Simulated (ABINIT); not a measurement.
# Quasiparticle gap of SnO2 (Cassiterite) in ABINIT

How does a plane-wave GW calculation on SnO2 (Cassiterite) run from the first input to the gap?

Method: PBE and many-body steps on it, plane waves, in ABINIT 10.8.3.

**What was measured.**

- Gap 3.6 eV: experimental gap quoted from earlier work; bulk crystal (quoted in “Study on the Photocatalytic Properties of Flower-Shaped SnO2”, 2022, pmc:9565917).

Most raw output is cut from this account.

## Step 1: The structure

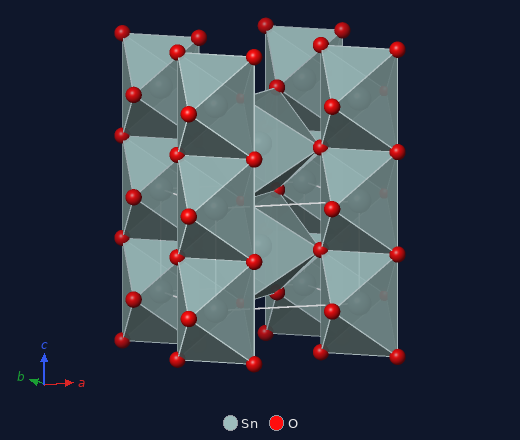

The starting structure, seen slightly off an axis (tin teal, oxygen red). 1×1×2 cells are drawn. Some periodic images of atoms are drawn too.

Coordinates:

```cif
data_structure
_symmetry_space_group_name_H-M 'P 1'
_symmetry_Int_Tables_number 1
_cell_length_a 4.7380
_cell_length_b 4.7380
_cell_length_c 3.1865
_cell_angle_alpha 90.000
_cell_angle_beta 90.000
_cell_angle_gamma 90.000
_cell_volume 71.53
loop_
_atom_site_label
_atom_site_type_symbol
_atom_site_fract_x
_atom_site_fract_y
_atom_site_fract_z
_atom_site_occupancy
Sn1 Sn 0.00000 0.00000 0.00000 1
Sn2 Sn 0.50000 0.50000 0.50000 1
O3 O 0.30710 0.30710 0.00000 1
O4 O 0.19290 0.80710 0.50000 1
O5 O 0.69290 0.69290 0.00000 1
O6 O 0.80710 0.19290 0.50000 1
```

The cell and positions come from the Crystallography Open Database and are kept as given unless a step says otherwise.

## Step 2: Ground state

This step: ABINIT 10.8.3; DFT, PBE, plane waves, norm-conserving pseudopotentials.

The ground-state density comes first.

run.abi

```
acell 3*1.0 Angstrom
rprim 
  4.738000000000 0.000000000000 0.000000000000
  0.000000000000 4.738000000000 0.000000000000
  0.000000000000 0.000000000000 3.186500000000
ntypat 2
znucl 50 8
natom 6
typat 1 1 2 2 2 2
xred 
  0.000000000000 0.000000000000 0.000000000000
  0.500000000000 0.500000000000 0.500000000000
  0.307100000000 0.307100000000 0.000000000000
  0.192900000000 0.807100000000 0.500000000000
  0.692900000000 0.692900000000 0.000000000000
  0.807100000000 0.192900000000 0.500000000000
pp_dirpath "pseudos"
pseudos "Sn.upf, O.upf"
ecut 42
ngkpt 4 4 6
nshiftk 1
shiftk 0 0 0
kptopt 1
chksymbreak 0
nband 41
occopt 1
tolvrs 1e-10
nstep 60
prtwf 0
optforces 0
optstress 0
indata_prefix "in"
outdata_prefix "out"
tmpdata_prefix "tmp"
```

The run is started by

```console
$ OMP_NUM_THREADS=1 mpirun -n 8 abinit run.abi > log
```

Wall time 38 s (8 MPI ranks of Arm Neoverse V1, shared host); peak memory 0.77 GiB.

Numbers from this step:

* total energy: -13864.0888 eV
* gap: 1.284 eV
* k of the valence top: 0, 0, 0
* k of the conduction bottom: 0, 0, 0
* least direct gap: 1.284 eV

The gap is direct, at Γ.

## Step 3: Empty states on the mesh, 2×2×4 mesh, 69 bands

The sums over transitions need many empty states on a uniform mesh; this step solves for them.

Edit run.abi of step 2 so:

```diff
@@ -19,3 +19,3 @@
 ecut 42
-ngkpt 4 4 6
+ngkpt 2 2 4
 nshiftk 1
@@ -24,9 +24,10 @@
 chksymbreak 0
-nband 41
-occopt 1
-tolvrs 1e-10
+iscf -2
+irdden 1
+istwfk *1
+nband 69
+nbdbuf 6
+tolwfr 1e-09
 nstep 60
-prtwf 0
-optforces 0
-optstress 0
+prtvol 0
 indata_prefix "in"
```

It took 22 s on 8 MPI ranks; peak memory 0.58 GiB; 2.9 min of CPU time.

Numbers from this step:

```
gap                                                           : 1.284 eV
k of the valence top                                          : 0, 0, 0
k of the conduction bottom                                    : 0, 0, 0
least direct gap                                              : 1.284 eV
k points computed                                             : 9
lowest point of the top converged band, above the valence top : 27.03 eV
```

On this mesh the gap is 1.284 eV.

## Step 4: Screening, 2×2×4 mesh, 63 bands, screening to 87.1 eV

The RPA dielectric matrix is built and inverted for each q.

This step: RPA screening on PBE, plane waves, norm-conserving pseudopotentials.

Edit run.abi of step 3 so:

```diff
@@ -24,10 +24,11 @@
 chksymbreak 0
-iscf -2
-irdden 1
 istwfk *1
-nband 69
-nbdbuf 6
-tolwfr 1e-09
-nstep 60
-prtvol 0
+occopt 1
+irdwfk 1
+optdriver 3
+nband 63
+ecuteps 3.2
+inclvkb 2
+awtr 1
+symchi 1
 indata_prefix "in"
```

Wall time 15 s (8 MPI ranks); peak memory 2.5 GiB; 2 min of CPU time.

Numbers from this step:

- ε∞ with local fields, on this mesh, along the program's q direction: 5.059
- the same without local fields: 5.221
- plasma frequency: 36.20 eV
- plane waves in the screening matrix: 137

Local fields lower ε∞ by 3 %. On a Γ-centred mesh this coarse the value itself is usually too large, while a short band sum pulls it down.

## Step 5: Self-energy, 2×2×4 mesh, 63 bands, screening to 87.1 eV

The self-energy is evaluated for the states that the input lists, and the levels follow from it, in one-shot runs by the linearised quasiparticle equation.

This step: G0W0 on PBE, plane waves, norm-conserving pseudopotentials.

Edit run.abi of step 4 so:

```diff
@@ -27,8 +27,15 @@
 irdwfk 1
-optdriver 3
+optdriver 4
 nband 63
+gwcalctyp 0
+ecutsigx 42
+symsigma 1
+nkptgw 1
+kptgw 
+  0.0000000000 0.0000000000 0.0000000000
+bdgw 
+  32 36
 ecuteps 3.2
-inclvkb 2
-awtr 1
-symchi 1
+irdscr 1
+ppmodel 1
 indata_prefix "in"
```

Wall time 3.5 s (8 MPI ranks); peak memory 1.3 GiB; 27 s of CPU time.

Numbers from this step:

* G0W0 gap on the points computed: 2.881 eV
* starting gap on the mesh: 1.284 eV
* k of the valence top: 0, 0, 0
* k of the conduction bottom: 0, 0, 0
* Z at the valence top: 0.783
* Z at the conduction bottom: 0.843
* least direct G0W0 gap on the computed points: 2.881 eV

The gap on the mesh goes from 1.28 eV to 2.88 eV, a correction of +1.60 eV.

Limits: finite bands, cutoff and mesh; no spin-orbit coupling; coarse k mesh. v1 is the top filled band, c1 the lowest empty one. Levels before and after the correction, in eV, zero at the valence-band top of each column:

```csv
,conduction bottom,valence top
Kohn-Sham,1.28,0.00
G0W0,2.88,0.00
```

```csv
,level,energy (eV)
Kohn-Sham,Γ v3-v2,-0.764
Kohn-Sham,Γ v1,0.000
Kohn-Sham,Γ c1,1.284
Kohn-Sham,Γ c2,6.143
G0W0,Γ v3-v2,-0.746
G0W0,Γ v1,0.000
G0W0,Γ c1,2.881
G0W0,Γ c2,8.350
```

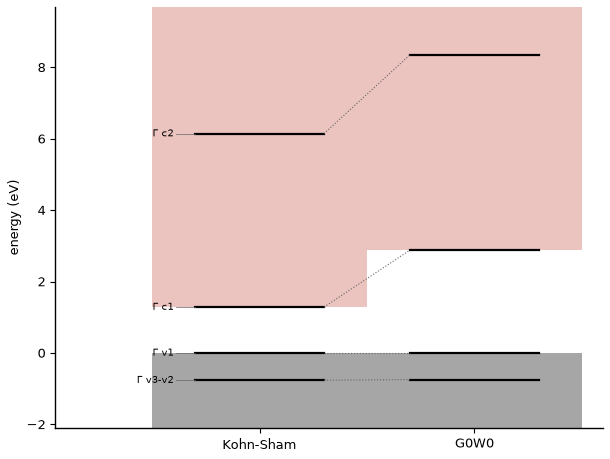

Levels before and after the correction. Shaded: valence and conduction bands.

## Step 6: Where the time went

Times are wall times on 8 MPI ranks of Arm Neoverse V1, shared host, good to a factor of about two.

```csv
step,time,share,memory (GiB)
ground state,38 s,48 %,0.77
empty states on the mesh,22 s,28 %,0.58
screening,15 s,19 %,2.5
self-energy,3.5 s,4 %,1.3
```

## Step 7: Outcome

```yaml
pbe_gap: 1.28 eV, direct
g0w0_gap_on_the_mesh: 2.88 eV
gw_settings: 2×2×4 mesh, 63 bands, screening to 87.1 eV, Godby-Needs plasmon pole
known_limits: not at the basis limit; no spin-orbit coupling; coarse k mesh
```

In words: G0W0 moves the gap on the mesh from 1.28 eV to 2.88 eV (+1.60 eV), with Z of 0.78 and 0.84 at the edges. Local fields lower the RPA ε∞ on this mesh from 5.22 to 5.06; a Γ-centred mesh this coarse tends to raise both, most where the direct gap is narrow, while a short band sum lowers them. Only 1 of the mesh's irreducible points was corrected, so a valley elsewhere could overtake. The dearest step here is «ground state». Against experiment, by G0W0@PBE: the gap of 2.88 eV lies −0.72 eV from the measured 3.6 eV (kind not stated, quoted 2022). The calculation has static nuclei and no excitons; a measured gap holds zero-point and thermal motion, which mostly lowers it. Against the values above the computed gap that would widen the miss. An edge that is forbidden or weak in absorption could explain it, and so could too strong a screening: the start's gap is only 1.28 eV, the mesh is coarse, and one shot does not repair that. Bands and cutoff are finite, so the gap is not at the basis limit. The miss can reach some tenths of an eV and take either sign; the mesh is an error of its own. In the G0W0 run levels were corrected at 1 k point alone, so a gap called «on the mesh» is the least over those, and an edge elsewhere would be missed. The 2×2×4 mesh is coarse for this cell, which bears on the long-range parts of exchange and screening. The many-body steps are scalar-relativistic: spin-orbit coupling is not in them.

[Paths, hosts, dates, memory and timing lines, banners, echoed tables and standing remarks are left out of the program output.]

[Logs are printed without paths, hosts, clocks, repeated set-up lines and the standing remarks that a program may print on its own settings, such as how far it seeks lower states.]

[Runs of the session that timed out or met a known fault of the program may be left out.]

[Hosts, paths, dates, database ids (printed as entryN), source tags and the programs' standing remarks are cut or masked in the printed files.]

[G0W0 gaps are taken among the corrected bands and points alone; a level outside them can change the order at an edge.]

[Where Ansatz stands beside ABINIT at settings called matched, ABINIT's density can come from a denser mesh and the files from another edition; pairs whose starting gaps differed by over 0.03 eV were left out, so agreement reads better than it is.]
